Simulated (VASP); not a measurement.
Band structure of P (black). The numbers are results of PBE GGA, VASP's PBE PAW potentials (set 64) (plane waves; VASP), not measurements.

Without a dispersion term in the relaxation, distances and binding between the weakly bound layers, chains or molecules are unreliable, and so is what depends on them.

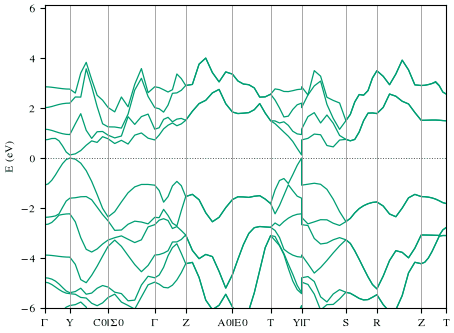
*Bands along high-symmetry lines, zero at the valence-band maximum or, without a gap, the Fermi level*

### Question
Read the plot: is there a gap, and where are the band edges?

### Answer
The gap is direct, 0.12 eV, from the valence maximum at Y to the conduction minimum at Y. (Edges off the drawn lines would not show.)

Measured: gap 0.35 eV (computed value off by -0.23 eV), as given by Das et al., (2018), arXiv:1807.05623.

The compound is P in the black structure. It was relaxed first, which changed the volume by +10 %.
